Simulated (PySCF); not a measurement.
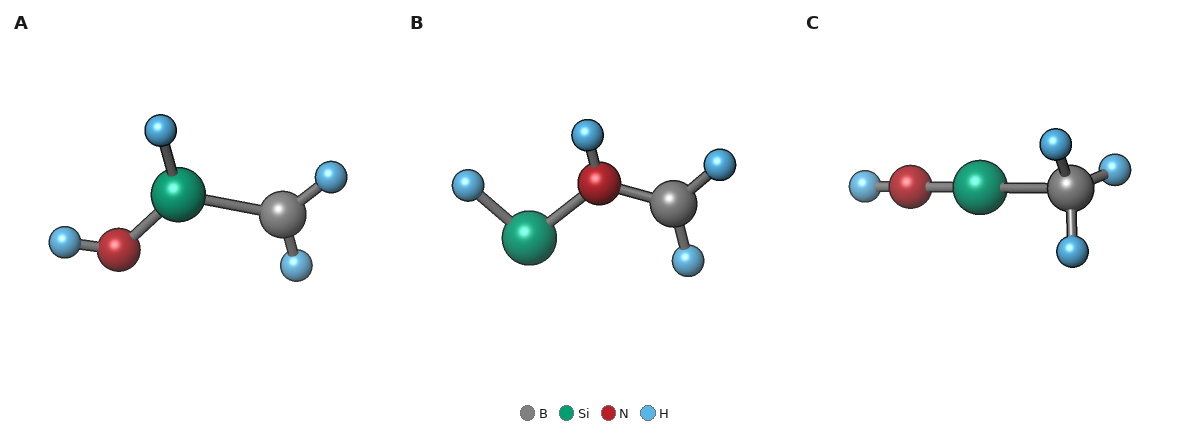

3 stationary structures of one formula. Geometries: PBE0-D4/def2-TZVP. Electronic energies: B3LYP-D4/def2-TZVPP (PySCF 2.14.0), without zero-point energy. No frequency run is at hand to confirm each as a minimum. Each is one conformer, not always the lowest.

**Which structure is the most stable?**

B is lowest (Cs); C lies 29.9 kcal/mol above it (C3v), A lies 45.5 kcal/mol above it (Cs).
